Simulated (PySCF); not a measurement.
# Co³⁺: dipole response in aug-cc-pVDZ

Aim: the static polarisability and the C₆ coefficient of Co³⁺, method by method.

Program: PySCF 2.14.0. Level of theory: unrestricted determinants in a Gaussian basis, no spin-orbit coupling in the energies. These are calculated values, not measurements, unless marked.

## 1. The atom as given

| Item | Value |
| --- | --- |
| Element | cobalt (Z = 27) |
| Basis | aug-cc-pVDZ (7s6p4d2f, 59 functions) |
| Hamiltonian | the non-relativistic Hamiltonian (point nucleus) |
| State 1 | Co³⁺: [Ar] 3d6, high-spin 5D determinant |
| Methods | UHF, PBE, PBE0, B3LYP |

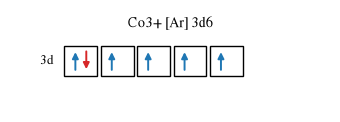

Outer shells as boxes.

The runs were made by one driver on top of PySCF. The scripts below sum up each run's settings (the driver also hands on starting orbitals that pick excited configurations, and frozen orbitals as a list rather than a count), and the logs come from the driver's own runs. The driver starts from symmetry-adapted Hartree-Fock orbitals, holds the occupation by maximum overlap and uses a logarithmic radial grid for functionals, so a plain start would take other cycles.

The integrals over 59 functions and the set-up took 2.5 s of CPU time.

## 2. Co³⁺, method by method

UHF:

input.py reads:

```python
from pyscf import gto, scf, dft, mp, cc
import basis_set_exchange as bse
mol = gto.M(atom="Co 0 0 0", charge=3, spin=4, symmetry="D2h",
            basis=gto.basis.parse(bse.get_basis("aug-cc-pVDZ", elements=["Co"], fmt="nwchem")))
mf = scf.UHF(mol)
mf.irrep_nelec = {'Ag': (5, 3), 'B1g': (1, 1), 'B2g': (1, 0), 'B3g': (1, 0), 'B1u': (2, 2), 'B2u': (2, 2), 'B3u': (2, 2)}
mf.kernel()
```

Output:

```text
damping factor = 0
level_shift factor = 0
DIIS = <class 'pyscf.scf.diis.CDIIS'>
diis_start_cycle = 1
diis_space = 10
diis_damp = 0
SCF conv_tol = 1e-09
SCF conv_tol_grad = None
number electrons alpha = 14  beta = 10
cycle= 1 E= -1379.44116837089  delta_E= -0.00375  |g|= 0.0197  |ddm|= 0.0346
cycle= 2 E= -1379.44123178293  delta_E= -6.34e-05  |g|= 0.00292  |ddm|= 0.00569
cycle= 3 E= -1379.44123368403  delta_E= -1.9e-06  |g|= 0.000375  |ddm|= 0.0026
cycle= 4 E= -1379.44123376125  delta_E= -7.72e-08  |g|= 0.000157  |ddm|= 0.000892
cycle= 5 E= -1379.441233774  delta_E= -1.28e-08  |g|= 2.64e-05  |ddm|= 0.000422
cycle= 6 E= -1379.44123377451  delta_E= -5.17e-10  |g|= 3.1e-06  |ddm|= 8.77e-05
converged SCF energy = -1379.44123377451  <S^2> = 6.002718  2S+1 = 5.0010871
```

CPU time 5.5 s on a shared host, the integrals not counted.

The occupied shells:

```csv
shell,electrons,mean orbital energy (eV),spread (eV),rms radius (bohr)
1s α,1,-7741.4,0,0.0659
1s β,1,-7741.3,0,0.0659
2s α,1,-990.14,0,0.279
2s β,1,-985.87,0,0.279
2p α,3,-860.91,1.184,0.250
2p β,3,-856.71,0.005,0.250
3s α,1,-166.78,0,0.834
3s β,1,-156.15,0,0.834
3p α,3,-126.32,2.342,0.879
3p β,3,-113.50,1.553,0.879
3d α,5,-58.848,2.754,1.04
3d β,1,-52.603,0,1.04
```

⟨S²⟩ = 6.003, ⟨L²⟩ = 6.01.

The driver then solved the coupled dipole response at imaginary frequencies: mean α = 1.617 bohr³ (xx, yy, zz: 1.683, 1.683, 1.487), C₆ = 3.792 au for a like pair.

PBE:

Changes to input.py:

```diff
@@ -4,3 +4,3 @@
             basis=gto.basis.parse(bse.get_basis("aug-cc-pVDZ", elements=["Co"], fmt="nwchem")))
-mf = scf.UHF(mol)
+mf = dft.UKS(mol, xc="PBE")
 mf.irrep_nelec = {'Ag': (5, 3), 'B1g': (1, 1), 'B2g': (1, 0), 'B3g': (1, 0), 'B1u': (2, 2), 'B2u': (2, 2), 'B3u': (2, 2)}
```

Output:

```text
damping factor = 0
level_shift factor = 0
DIIS = <class 'pyscf.scf.diis.CDIIS'>
diis_start_cycle = 1
diis_space = 10
diis_damp = 0
SCF conv_tol = 1e-09
SCF conv_tol_grad = None
number electrons alpha = 14  beta = 10
XC functionals = PBE
    J. P. Perdew, K. Burke, and M. Ernzerhof.,  Phys. Rev. Lett. 77, 3865 (1996)
    J. P. Perdew, K. Burke, and M. Ernzerhof.,  Phys. Rev. Lett. 78, 1396 (1997)
    J. P. Perdew, K. Burke, and M. Ernzerhof.,  Phys. Rev. Lett. 77, 3865 (1996)
    J. P. Perdew, K. Burke, and M. Ernzerhof.,  Phys. Rev. Lett. 78, 1396 (1997)
cycle= 1 E= -1380.29409072603  delta_E= -0.00386  |g|= 0.063  |ddm|= 0.207
cycle= 2 E= -1380.2940103942  delta_E= 8.03e-05  |g|= 0.0654  |ddm|= 0.242
cycle= 3 E= -1380.29491062875  delta_E= -0.0009  |g|= 0.000713  |ddm|= 0.124
cycle= 4 E= -1380.2949107355  delta_E= -1.07e-07  |g|= 4.73e-05  |ddm|= 0.00157
cycle= 5 E= -1380.29491073624  delta_E= -7.35e-10  |g|= 2.21e-06  |ddm|= 0.000165
converged SCF energy = -1380.29491073624  <S^2> = 6.0007853  2S+1 = 5.0003141
```

CPU time 12 s on a shared host, the integrals not counted.

The driver then solved the coupled dipole response at imaginary frequencies: mean α = 1.837 bohr³ (xx, yy, zz: 1.916, 1.916, 1.678), C₆ = 4.299 au for a like pair.

PBE0:

Changes to input.py:

```diff
@@ -4,3 +4,3 @@
             basis=gto.basis.parse(bse.get_basis("aug-cc-pVDZ", elements=["Co"], fmt="nwchem")))
-mf = dft.UKS(mol, xc="PBE")
+mf = dft.UKS(mol, xc="PBE0")
 mf.irrep_nelec = {'Ag': (5, 3), 'B1g': (1, 1), 'B2g': (1, 0), 'B3g': (1, 0), 'B1u': (2, 2), 'B2u': (2, 2), 'B3u': (2, 2)}
```

Output:

```text
damping factor = 0
level_shift factor = 0
DIIS = <class 'pyscf.scf.diis.CDIIS'>
diis_start_cycle = 1
diis_space = 10
diis_damp = 0
SCF conv_tol = 1e-09
SCF conv_tol_grad = None
number electrons alpha = 14  beta = 10
XC functionals = PBE0
    C. Adamo and V. Barone.,  J. Chem. Phys. 110, 6158 (1999)
    M. Ernzerhof and G. E. Scuseria.,  J. Chem. Phys. 110, 5029 (1999)
cycle= 1 E= -1380.3546906567  delta_E= -0.00305  |g|= 0.0296  |ddm|= 0.157
cycle= 2 E= -1380.35475336399  delta_E= -6.27e-05  |g|= 0.024  |ddm|= 0.113
cycle= 3 E= -1380.35487289728  delta_E= -0.00012  |g|= 0.000881  |ddm|= 0.0487
cycle= 4 E= -1380.35487314878  delta_E= -2.52e-07  |g|= 6.2e-05  |ddm|= 0.00263
cycle= 5 E= -1380.35487315086  delta_E= -2.07e-09  |g|= 4.01e-06  |ddm|= 0.000202
cycle= 6 E= -1380.35487315087  delta_E= -8.41e-12  |g|= 2.61e-07  |ddm|= 1.22e-05
converged SCF energy = -1380.35487315087  <S^2> = 6.0010887  2S+1 = 5.0004354
```

CPU time 16 s on a shared host, the integrals not counted.

The driver then solved the coupled dipole response at imaginary frequencies: mean α = 1.761 bohr³ (xx, yy, zz: 1.836, 1.836, 1.612), C₆ = 4.125 au for a like pair.

B3LYP:

Changes to input.py:

```diff
@@ -4,3 +4,3 @@
             basis=gto.basis.parse(bse.get_basis("aug-cc-pVDZ", elements=["Co"], fmt="nwchem")))
-mf = dft.UKS(mol, xc="PBE0")
+mf = dft.UKS(mol, xc="B3LYP")
 mf.irrep_nelec = {'Ag': (5, 3), 'B1g': (1, 1), 'B2g': (1, 0), 'B3g': (1, 0), 'B1u': (2, 2), 'B2u': (2, 2), 'B3u': (2, 2)}
```

Output:

```text
damping factor = 0
level_shift factor = 0
DIIS = <class 'pyscf.scf.diis.CDIIS'>
diis_start_cycle = 1
diis_space = 10
diis_damp = 0
SCF conv_tol = 1e-09
SCF conv_tol_grad = None
number electrons alpha = 14  beta = 10
XC functionals = B3LYP
    P. J. Stephens, F. J. Devlin, C. F. Chabalowski, and M. J. Frisch.,  J. Phys. Chem. 98, 11623 (1994)
cycle= 1 E= -1380.59656968891  delta_E= -0.00326  |g|= 0.0416  |ddm|= 0.146
cycle= 2 E= -1380.59664105631  delta_E= -7.14e-05  |g|= 0.037  |ddm|= 0.158
cycle= 3 E= -1380.59692430364  delta_E= -0.000283  |g|= 0.000606  |ddm|= 0.0731
cycle= 4 E= -1380.59692442029  delta_E= -1.17e-07  |g|= 5.15e-05  |ddm|= 0.00167
cycle= 5 E= -1380.5969244217  delta_E= -1.41e-09  |g|= 3.02e-06  |ddm|= 0.000171
cycle= 6 E= -1380.59692442171  delta_E= -5e-12  |g|= 1.39e-07  |ddm|= 8.64e-06
converged SCF energy = -1380.59692442171  <S^2> = 6.0012195  2S+1 = 5.0004878
```

CPU time 16 s on a shared host, the integrals not counted.

The driver then solved the coupled dipole response at imaginary frequencies: mean α = 1.781 bohr³ (xx, yy, zz: 1.858, 1.858, 1.628), C₆ = 4.161 au for a like pair.

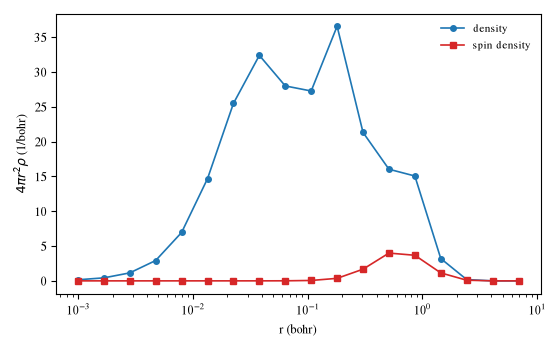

Radial density 4πr²ρ of Co³⁺ at UHF, at 18 stored radii joined by straight lines.

## 3. Polarisabilities and C₆

Co³⁺, in atomic units:

```csv
method,mean α,C₆ (like pair),S(−4)
UHF,1.617,3.792,0.7705
PBE,1.837,4.299,1.228
PBE0,1.761,4.125,1.052
B3LYP,1.781,4.161,1.107
```

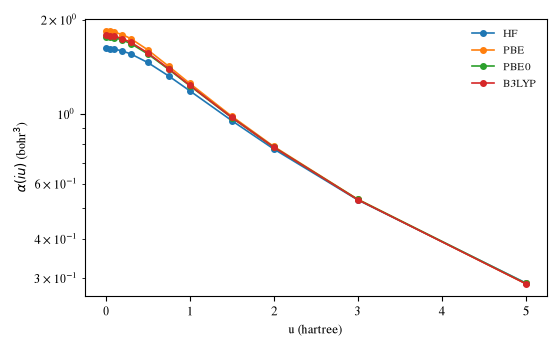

α(iu) of Co³⁺, the polarisability at imaginary frequency, on a logarithmic scale.

## 4. Summary of results

| quantity | value |
| --- | --- |
| α of Co³⁺ | 1.617 (UHF) to 1.837 (PBE) bohr³ |

In words: A single London oscillator with the computed α and C₆ of Co³⁺ at UHF would have ω = 4 C₆ / (3 α²) = 1.93 hartree. All values hold for this basis alone; no basis-set limit was taken.
